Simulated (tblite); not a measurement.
## Geometry relaxation of B2Si2H8O3 (part 2 of 2)

Continued. System: B2Si2H8O3, SMILES OB(O)OB([SiH3])[SiH3]. Method: GFN2-xTB geometry optimisation, gas phase (tblite 0.8.0). 

Geometry of the input (Å):
```
Si -0.1883  1.1924  2.6013
B  0.6616  0.3251  1.0768
Si 0.5040  1.2909  -0.6056
O  0.5160  -1.1673  0.9987
B  1.4868  -2.1066  0.3485
O  0.9496  -2.9392  -0.7937
O  2.8776  -1.5669  0.1715
H  -1.5022  0.6603  2.7954
H  -0.2289  2.5826  2.4034
H  0.5637  0.9096  3.7791
H  1.5326  0.8323  -1.4959
H  -0.7685  0.9872  -1.2003
H  0.6031  2.6606  -0.3887
H  1.0530  -2.7486  -1.7285
H  3.1065  -0.6202  0.0371
```

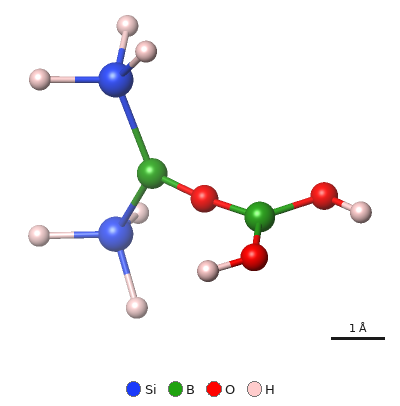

Figure 1. The geometry at step 136 of the log (ball-and-stick view, seen at a tilt).

## Trajectory as extended XYZ, continued
```
15
Properties=species:S:1:pos:R:3:forces:R:3 step=80 energy=-608.12891
Si   -0.2052    0.9610    2.6010   -0.0100   0.0100  -0.0860
B     0.4820    0.5218    0.7840    0.0010  -0.0340  -0.0040
Si    0.2943    1.6085   -0.8759    0.0100  -0.0520  -0.0280
O     1.1003   -0.6422    0.6697    0.0300  -0.0040  -0.0040
B     1.6118   -1.7392    0.1083   -0.0040  -0.0060   0.0270
O     0.7638   -2.6554   -0.4308    0.0330  -0.0220  -0.0280
O     2.9565   -2.0005    0.1178   -0.0160   0.0310   0.0130
H    -1.5749    0.4726    2.8154   -0.0310   0.0090   0.0090
H    -0.2601    2.4045    2.8756   -0.0040   0.0170   0.0260
H     0.5692    0.3883    3.7111    0.0400  -0.0160   0.0270
H     1.2351    1.2004   -1.9369   -0.0070   0.0110   0.0150
H    -1.0379    1.4890   -1.4853   -0.0210   0.0120  -0.0020
H     0.5172    3.0517   -0.7113    0.0090   0.0250   0.0240
H     1.2067   -3.4346   -0.7678   -0.0210   0.0330   0.0240
H     3.5079   -1.3335    0.5242   -0.0090  -0.0150  -0.0140
15
Properties=species:S:1:pos:R:3:forces:R:3 step=88 energy=-608.13126
Si   -0.2027    0.9522    2.5759   -0.0130   0.0140  -0.0270
B     0.4833    0.5163    0.7560    0.0020  -0.0010   0.0100
Si    0.2712    1.6253   -0.8879    0.0030  -0.0300   0.0110
O     1.1329   -0.6300    0.6427   -0.0090   0.0020   0.0080
B     1.6314   -1.7514    0.1235    0.0030   0.0230  -0.0370
O     0.7752   -2.6574   -0.4212    0.0010  -0.0130   0.0160
O     2.9699   -2.0364    0.1596    0.0020  -0.0070   0.0030
H    -1.5797    0.4832    2.7941   -0.0070  -0.0010   0.0010
H    -0.2458    2.3935    2.8700    0.0070   0.0030  -0.0040
H     0.5705    0.3705    3.6858    0.0140  -0.0160  -0.0100
H     1.1925    1.2525   -1.9766   -0.0040  -0.0010   0.0070
H    -1.0742    1.5378   -1.4757    0.0020   0.0070   0.0070
H     0.5077    3.0617   -0.6724    0.0020   0.0090   0.0050
H     1.2042   -3.4557   -0.7277    0.0040   0.0090   0.0060
H     3.5302   -1.3697    0.5528   -0.0050   0.0020   0.0060
15
Properties=species:S:1:pos:R:3:forces:R:3 step=96 energy=-608.13182
Si   -0.2068    0.9539    2.5688   -0.0020   0.0050  -0.0050
B     0.4804    0.5118    0.7528   -0.0010   0.0030   0.0020
Si    0.2679    1.6241   -0.8858   -0.0030  -0.0070  -0.0010
O     1.1359   -0.6313    0.6431   -0.0040  -0.0020  -0.0030
B     1.6351   -1.7510    0.1209   -0.0040   0.0010   0.0050
O     0.7786   -2.6597   -0.4184   -0.0010  -0.0050   0.0000
O     2.9728   -2.0393    0.1611    0.0030   0.0040  -0.0020
H    -1.5852    0.4904    2.7923    0.0030   0.0060   0.0020
H    -0.2391    2.3966    2.8613    0.0030  -0.0150  -0.0020
H     0.5736    0.3647    3.6703   -0.0010  -0.0050   0.0010
H     1.1859    1.2568   -1.9785   -0.0050   0.0000   0.0000
H    -1.0802    1.5496   -1.4684    0.0000  -0.0010   0.0000
H     0.5069    3.0583   -0.6579    0.0080   0.0100  -0.0010
H     1.2090   -3.4582   -0.7218    0.0020   0.0010   0.0010
H     3.5319   -1.3745    0.5592    0.0010   0.0040   0.0030
15
Properties=species:S:1:pos:R:3:forces:R:3 step=104 energy=-608.13200
Si   -0.2058    0.9484    2.5628   -0.0030   0.0070   0.0050
B     0.4809    0.5161    0.7453   -0.0040  -0.0010   0.0020
Si    0.2635    1.6335   -0.8887    0.0020  -0.0080  -0.0040
O     1.1378   -0.6254    0.6321    0.0010   0.0010   0.0000
B     1.6371   -1.7514    0.1255    0.0000   0.0000  -0.0040
O     0.7803   -2.6644   -0.4070    0.0020  -0.0050  -0.0070
O     2.9744   -2.0414    0.1703    0.0020  -0.0020   0.0050
H    -1.5864    0.4924    2.7858    0.0000  -0.0010   0.0000
H    -0.2325    2.3886    2.8657    0.0070  -0.0060   0.0020
H     0.5748    0.3462    3.6572   -0.0040  -0.0020   0.0050
H     1.1718    1.2650   -1.9883    0.0040  -0.0030  -0.0070
H    -1.0877    1.5609   -1.4643   -0.0020   0.0080   0.0040
H     0.5119    3.0665   -0.6605   -0.0010   0.0020  -0.0010
H     1.2117   -3.4637   -0.7072    0.0010  -0.0010   0.0060
H     3.5349   -1.3789    0.5701   -0.0060   0.0090  -0.0040
15
Properties=species:S:1:pos:R:3:forces:R:3 step=112 energy=-608.13310
Si   -0.2082    0.9239    2.5453    0.0090   0.0080   0.0230
B     0.4631    0.5192    0.7158    0.0170   0.0110  -0.0300
Si    0.2521    1.6609   -0.9051   -0.0110   0.0060   0.0180
O     1.1225   -0.6171    0.5828    0.0040   0.0010   0.0020
B     1.6416   -1.7560    0.1342   -0.0080  -0.0090  -0.0010
O     0.8052   -2.6975   -0.3810   -0.0210   0.0010   0.0060
O     2.9812   -2.0289    0.2161    0.0080   0.0080  -0.0050
H    -1.6048    0.5287    2.7776   -0.0140  -0.0030  -0.0170
H    -0.1616    2.3553    2.8850    0.0070  -0.0020   0.0130
H     0.5519    0.2510    3.6141   -0.0050   0.0140  -0.0040
H     1.1136    1.2702   -2.0355   -0.0120   0.0010   0.0150
H    -1.1209    1.6417   -1.4328    0.0080   0.0120  -0.0110
H     0.5566    3.0845   -0.6742   -0.0020  -0.0320  -0.0020
H     1.2497   -3.5045   -0.6361    0.0150  -0.0190  -0.0090
H     3.5247   -1.3391    0.5927    0.0050   0.0030   0.0030
15
Properties=species:S:1:pos:R:3:forces:R:3 step=120 energy=-608.13440
Si   -0.2092    0.8979    2.5225    0.0380  -0.0090   0.0040
B     0.4449    0.5163    0.6801   -0.0010  -0.0080  -0.0460
Si    0.2255    1.6918   -0.9168   -0.0020   0.0080   0.0270
O     1.1020   -0.6163    0.5173   -0.0090  -0.0140  -0.0040
B     1.6467   -1.7694    0.1448   -0.0020   0.0110   0.0050
O     0.8413   -2.7530   -0.3436    0.0110   0.0090   0.0150
O     2.9917   -2.0073    0.2673   -0.0050   0.0140  -0.0060
H    -1.6284    0.5894    2.7465   -0.0080  -0.0020  -0.0150
H    -0.0602    2.3096    2.9079   -0.0050   0.0220   0.0150
H     0.5155    0.1467    3.5628   -0.0140  -0.0010   0.0080
H     1.0237    1.2795   -2.0832   -0.0020  -0.0110  -0.0060
H    -1.1638    1.7609   -1.3961    0.0120   0.0030   0.0010
H     0.6177    3.0923   -0.6779   -0.0090  -0.0230   0.0080
H     1.3102   -3.5593   -0.5564    0.0010   0.0140   0.0040
H     3.5092   -1.2869    0.6236   -0.0040  -0.0140  -0.0080
15
Properties=species:S:1:pos:R:3:forces:R:3 step=128 energy=-608.13545
Si   -0.2026    0.8912    2.5151    0.0040  -0.0040   0.0160
B     0.4291    0.5093    0.6644    0.0110  -0.0010   0.0070
Si    0.2131    1.6980   -0.9199   -0.0040   0.0060   0.0000
O     1.0772   -0.6255    0.4903    0.0080  -0.0070   0.0020
B     1.6457   -1.7746    0.1458   -0.0030   0.0020   0.0010
O     0.8626   -2.7842   -0.3241    0.0070  -0.0040   0.0030
O     2.9955   -1.9816    0.2748   -0.0080   0.0050   0.0020
H    -1.6347    0.6299    2.7210   -0.0030   0.0070  -0.0030
H    -0.0050    2.2915    2.9257   -0.0060  -0.0070  -0.0030
H     0.4831    0.0992    3.5524   -0.0110   0.0040  -0.0110
H     0.9789    1.2663   -2.1010    0.0030   0.0010  -0.0050
H    -1.1771    1.8229   -1.3821   -0.0010  -0.0010   0.0060
H     0.6551    3.0808   -0.6687    0.0010  -0.0050  -0.0020
H     1.3504   -3.5826   -0.5234   -0.0020   0.0100   0.0040
H     3.4955   -1.2482    0.6288    0.0030  -0.0060  -0.0140
15
Properties=species:S:1:pos:R:3:forces:R:3 step=136 energy=-608.13586
Si   -0.2029    0.8817    2.5080   -0.0020  -0.0240  -0.0150
B     0.4265    0.5095    0.6530   -0.0140  -0.0070   0.0150
Si    0.2057    1.7080   -0.9238    0.0100   0.0090   0.0080
O     1.0677   -0.6273    0.4693    0.0110   0.0130   0.0000
B     1.6465   -1.7782    0.1526   -0.0040  -0.0070   0.0000
O     0.8775   -2.8052   -0.3019   -0.0080  -0.0070  -0.0010
O     2.9972   -1.9721    0.2896    0.0100   0.0090  -0.0090
H    -1.6439    0.6650    2.7032   -0.0030  -0.0020  -0.0040
H     0.0301    2.2694    2.9370    0.0100   0.0140   0.0120
H     0.4544    0.0502    3.5324   -0.0120   0.0130  -0.0050
H     0.9410    1.2652   -2.1204   -0.0040   0.0040  -0.0020
H    -1.1900    1.8685   -1.3579    0.0030  -0.0050   0.0050
H     0.6840    3.0793   -0.6733   -0.0010  -0.0100  -0.0060
H     1.3804   -3.5973   -0.4880   -0.0090  -0.0030   0.0030
H     3.4924   -1.2246    0.6193    0.0130   0.0030   0.0010
15
Properties=species:S:1:pos:R:3:forces:R:3 step=144 energy=-608.13704
Si   -0.2180    0.8580    2.4859    0.0060   0.0060  -0.0050
B     0.4145    0.4980    0.6291    0.0080   0.0260  -0.0010
Si    0.1933    1.7269   -0.9265   -0.0270  -0.0250  -0.0260
O     1.0663   -0.6295    0.4311   -0.0090   0.0010  -0.0110
B     1.6610   -1.7851    0.1659    0.0030   0.0140   0.0070
O     0.9095   -2.8463   -0.2372   -0.0150   0.0240   0.0010
O     3.0163   -1.9467    0.2953    0.0370  -0.0190  -0.0060
H    -1.6746    0.7531    2.6546   -0.0010   0.0000  -0.0070
H     0.1215    2.2107    2.9609   -0.0020  -0.0070  -0.0060
H     0.3559   -0.0458    3.4972   -0.0050  -0.0060   0.0020
H     0.8417    1.2787   -2.1719   -0.0070  -0.0080   0.0330
H    -1.2132    1.9658   -1.2887    0.0230   0.0010   0.0090
H     0.7557    3.0661   -0.6821    0.0000   0.0050   0.0100
H     1.4299   -3.6321   -0.3989   -0.0030  -0.0190  -0.0010
H     3.5070   -1.1796    0.5843   -0.0080   0.0080   0.0000
15
Properties=species:S:1:pos:R:3:forces:R:3 step=152 energy=-608.13818
Si   -0.2317    0.8453    2.4731    0.0050  -0.0080  -0.0070
B     0.4174    0.4956    0.6215    0.0090  -0.0150   0.0080
Si    0.1826    1.7314   -0.9232    0.0090  -0.0080   0.0050
O     1.0795   -0.6247    0.4139    0.0130   0.0070  -0.0050
B     1.6809   -1.7825    0.1729    0.0040   0.0090   0.0100
O     0.9279   -2.8615   -0.1774   -0.0050   0.0090  -0.0030
O     3.0418   -1.9281    0.2703   -0.0030   0.0040   0.0020
H    -1.6959    0.8286    2.5974   -0.0170  -0.0030  -0.0050
H     0.1714    2.1636    2.9896    0.0110   0.0120   0.0020
H     0.2538   -0.1148    3.4771    0.0050  -0.0110   0.0100
H     0.7772    1.2616   -2.1850   -0.0110  -0.0110  -0.0050
H    -1.2238    2.0289   -1.2286   -0.0050   0.0040  -0.0150
H     0.8077    3.0454   -0.6930   -0.0020   0.0110   0.0060
H     1.4468   -3.6509   -0.3275   -0.0030   0.0030  -0.0010
H     3.5312   -1.1456    0.5181   -0.0110  -0.0040  -0.0010
15
Properties=species:S:1:pos:R:3:forces:R:3 step=160 energy=-608.13887
Si   -0.2287    0.8339    2.4691   -0.0110   0.0070  -0.0110
B     0.4348    0.5081    0.6180   -0.0040  -0.0020  -0.0080
Si    0.1812    1.7400   -0.9284    0.0120  -0.0100   0.0050
O     1.1147   -0.6000    0.4016   -0.0130   0.0100   0.0050
B     1.6911   -1.7742    0.1818    0.0060   0.0040   0.0030
O     0.9136   -2.8402   -0.1543   -0.0030   0.0060  -0.0090
O     3.0488   -1.9435    0.2793    0.0040  -0.0010   0.0070
H    -1.6954    0.8093    2.5762    0.0040  -0.0020  -0.0040
H     0.1630    2.1495    3.0029    0.0080  -0.0030   0.0010
H     0.2492   -0.1364    3.4672    0.0070  -0.0060   0.0060
H     0.7678    1.2640   -2.1927   -0.0060   0.0030   0.0110
H    -1.2278    2.0270   -1.2314   -0.0110   0.0000  -0.0060
H     0.7940    3.0618   -0.7071    0.0030   0.0000  -0.0020
H     1.4129   -3.6422   -0.3036    0.0020   0.0030   0.0050
H     3.5476   -1.1648    0.5202    0.0030  -0.0080  -0.0040
15
Properties=species:S:1:pos:R:3:forces:R:3 step=168 energy=-608.13907
Si   -0.2284    0.8290    2.4661   -0.0050  -0.0010  -0.0010
B     0.4373    0.5141    0.6142   -0.0010  -0.0030  -0.0010
Si    0.1784    1.7449   -0.9312    0.0060  -0.0010  -0.0010
O     1.1242   -0.5895    0.3964    0.0050   0.0020  -0.0010
B     1.6942   -1.7689    0.1858    0.0010   0.0050   0.0010
O     0.9089   -2.8296   -0.1503    0.0060   0.0020   0.0020
O     3.0499   -1.9507    0.2893   -0.0040   0.0040   0.0030
H    -1.6955    0.8002    2.5700    0.0080   0.0020   0.0010
H     0.1637    2.1405    3.0101    0.0020  -0.0030  -0.0010
H     0.2517   -0.1476    3.4581   -0.0010   0.0010  -0.0020
H     0.7633    1.2679   -2.1953   -0.0010  -0.0010   0.0020
H    -1.2319    2.0276   -1.2345   -0.0040   0.0010  -0.0010
H     0.7900    3.0684   -0.7155   -0.0020  -0.0040   0.0010
H     1.4023   -3.6373   -0.2879    0.0000   0.0020  -0.0010
H     3.5588   -1.1766    0.5238   -0.0090  -0.0060  -0.0010
15
Properties=species:S:1:pos:R:3:forces:R:3 step=176 energy=-608.13919
Si   -0.2296    0.8199    2.4577   -0.0040   0.0010   0.0100
B     0.4341    0.5151    0.6046    0.0000  -0.0060  -0.0060
Si    0.1704    1.7504   -0.9356    0.0090   0.0030  -0.0030
O     1.1309   -0.5815    0.3818   -0.0050  -0.0050  -0.0050
B     1.6981   -1.7655    0.1918    0.0060  -0.0050   0.0050
O     0.9132   -2.8298   -0.1338   -0.0050   0.0030  -0.0060
O     3.0523   -1.9500    0.3028    0.0110   0.0040   0.0000
H    -1.6966    0.8122    2.5630    0.0060   0.0050   0.0000
H     0.1859    2.1189    3.0144   -0.0030  -0.0010   0.0000
H     0.2363   -0.1734    3.4396    0.0000  -0.0030   0.0000
H     0.7415    1.2718   -2.2054   -0.0050   0.0010   0.0020
H    -1.2390    2.0511   -1.2260    0.0000  -0.0020  -0.0010
H     0.7990    3.0658   -0.7190   -0.0020   0.0010  -0.0010
H     1.4073   -3.6382   -0.2654   -0.0020   0.0060   0.0040
H     3.5631   -1.1745    0.5286   -0.0060  -0.0020   0.0010
15
Properties=species:S:1:pos:R:3:forces:R:3 step=184 energy=-608.13940
Si   -0.2304    0.8007    2.4457    0.0090  -0.0010   0.0040
B     0.4270    0.5155    0.5857   -0.0050   0.0000  -0.0030
Si    0.1593    1.7613   -0.9456    0.0000   0.0090   0.0030
O     1.1324   -0.5728    0.3487    0.0000  -0.0050   0.0050
B     1.7041   -1.7613    0.2011   -0.0020   0.0010  -0.0060
O     0.9246   -2.8338   -0.1090   -0.0040   0.0000   0.0020
O     3.0577   -1.9389    0.3285    0.0030   0.0030   0.0060
H    -1.6961    0.8449    2.5560    0.0040  -0.0020  -0.0040
H     0.2306    2.0720    3.0313    0.0000  -0.0060  -0.0040
H     0.2041   -0.2308    3.4034   -0.0050   0.0060  -0.0070
H     0.6951    1.2776   -2.2284   -0.0020  -0.0030   0.0020
H    -1.2475    2.0976   -1.2099    0.0030  -0.0050   0.0030
H     0.8218    3.0610   -0.7351   -0.0010   0.0040   0.0000
H     1.4213   -3.6441   -0.2156    0.0000  -0.0010  -0.0010
H     3.5628   -1.1564    0.5421    0.0010   0.0010   0.0000
15
Properties=species:S:1:pos:R:3:forces:R:3 step=192 energy=-608.13954
Si   -0.2285    0.7852    2.4319    0.0030   0.0000   0.0030
B     0.4260    0.5168    0.5686   -0.0020   0.0000   0.0000
Si    0.1508    1.7740   -0.9519    0.0000   0.0020   0.0030
O     1.1345   -0.5675    0.3213    0.0020  -0.0020  -0.0030
B     1.7091   -1.7592    0.2101   -0.0030   0.0010   0.0030
O     0.9344   -2.8397   -0.0832    0.0000   0.0010  -0.0010
O     3.0617   -1.9307    0.3545    0.0000   0.0010  -0.0030
H    -1.6923    0.8723    2.5386    0.0000   0.0010  -0.0030
H     0.2704    2.0292    3.0445    0.0000  -0.0050  -0.0040
H     0.1696   -0.2788    3.3691    0.0000   0.0030  -0.0030
H     0.6490    1.2862   -2.2480    0.0050   0.0000   0.0010
H    -1.2547    2.1357   -1.1867   -0.0030  -0.0030   0.0050
H     0.8388    3.0619   -0.7489    0.0000  -0.0010  -0.0030
H     1.4335   -3.6508   -0.1720    0.0000   0.0000   0.0020
H     3.5643   -1.1422    0.5513   -0.0020   0.0000   0.0030
```
